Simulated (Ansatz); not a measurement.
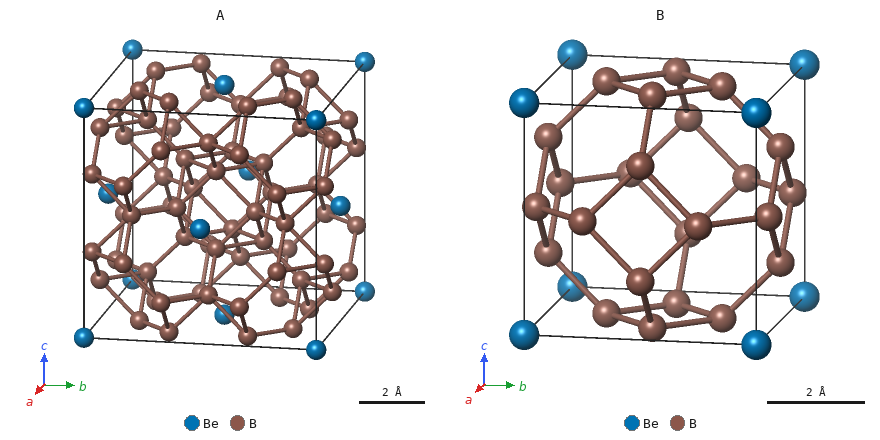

Two structures of BeB₁₂, each relaxed to rest (conventional cells in solid outline, small ones repeated, not to one scale). Method: DFT PBE, scalar-relativistic, plane waves, PAW in Ansatz, without spin polarisation.

**Which two forms are compared?**

A: 52 atoms a cell on a face-centred cubic lattice, Fm-3m. B: 13 atoms a cell on a primitive cubic lattice, Pm-3m.

**Which is the more stable form at this level of theory?**

A is lower, by 782 meV/atom at this level of theory (energies at zero smearing). Volumes: A 7.7, B 9.2 Å³/atom.

One or both may be structure types tried for this composition rather than known phases.
